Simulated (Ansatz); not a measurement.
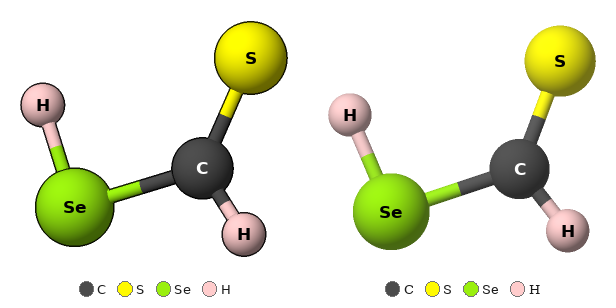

The same structure drawn twice, from different directions.

Computed geometry: PBE0-D4/def2-TZVP optimisation. No frequency run is at hand to confirm it as a minimum.

Which formula does it have?

CH₂SSe, 5 atoms: 1 carbon, 2 hydrogen, 1 sulfur and 1 selenium.

Which point group does it belong to?

Cs.

How many sets of symmetry-equivalent atoms are there?

5: 1 C, 1 S, 1 Se, 1 H, 1 H.

Count the bonded pairs by element.

1 C–S, 1 C–Se, 1 C–H, 1 Se–H. Sticks follow a distance rule.

The parts below concern this one geometry. Atoms keep their numbers from picture to picture.

Shape

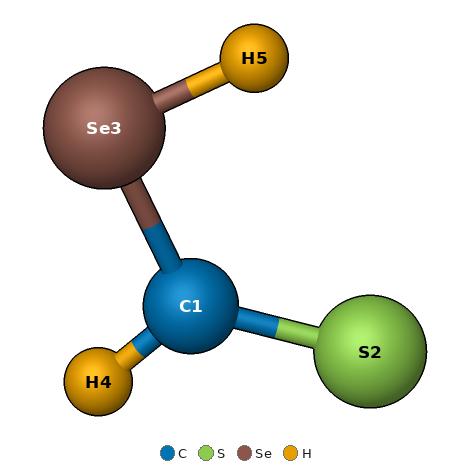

The atoms are numbered. No frequency run is at hand to confirm it as a minimum.

How are the neighbours of atom 1 arranged?

C1 has 3 neighbours (S2 at 1.61, Se3 at 1.87, H4 at 1.09 Å); the arrangement is trigonal planar.

Describe the coordination of atom 3.

Se3 has 2 neighbours (C1 at 1.87, H5 at 1.47 Å); the arrangement is bent.

Dipole moment

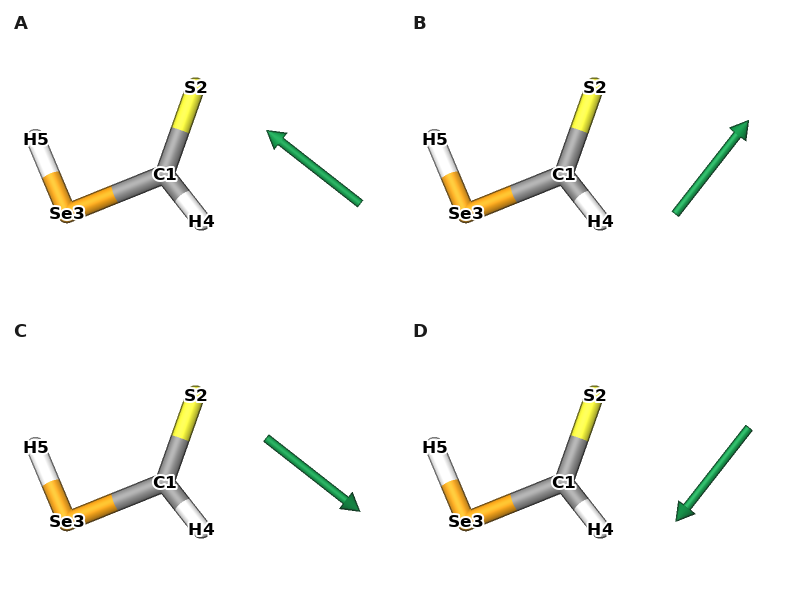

The same molecule four times, each with an arrow. No frequency run is at hand to confirm it as a minimum. Properties computed with RKS PBE0-D4/def2-TZVP (Ansatz 0.2.0).

Which arrow points along the dipole moment, from the negative to the positive end?

D. The dipole moment is 1.71 D; it points from the side of S2 to the side of Se3 (the outermost atoms at the two ends).

Charges

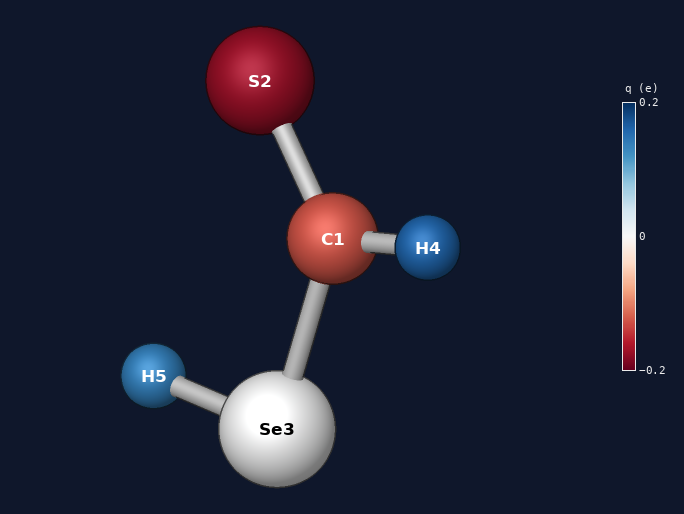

Atoms are coloured by their Mulliken charges. No frequency run is at hand to confirm it as a minimum. Level of theory: RKS PBE0-D4/def2-TZVP (Ansatz 0.2.0).

Give the Mulliken charges atom by atom.

```csv
atom,value (e)
C1,−0.13
S2,−0.17
Se3,0.00
H4,0.16
H5,0.14
```

Electronic properties

No frequency run is at hand to confirm it as a minimum. Properties computed with RKS PBE0-D4/def2-TZVPP (Ansatz 0.2.0).

Estimate the HOMO energy (Kohn–Sham orbital).

−6.66 eV.

Give the HOMO–LUMO gap at this level.

4.33 eV.

Mulliken values depend strongly on the basis set and can even reverse the polarity of a bond.
